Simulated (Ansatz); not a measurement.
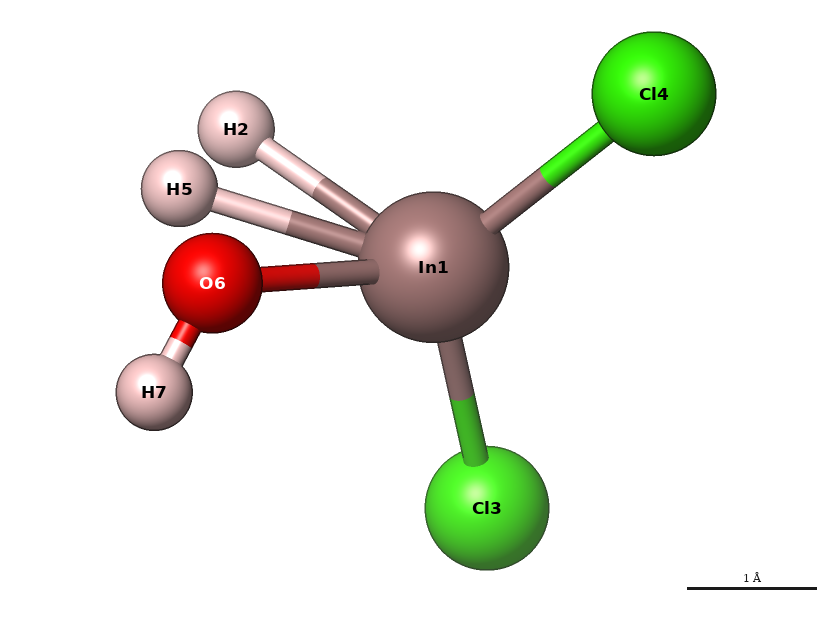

Simulated data, not a measurement (program: Ansatz).

The atoms are numbered. Geometry: start.

Which atoms are bonded, and how long are the bonds?

```tsv
bond	length (Å)
In1–H2	2.024
In1–Cl3	2.333
In1–Cl4	2.325
In1–H5	2.066
In1–O6	2.095
O6–H7	0.967
```
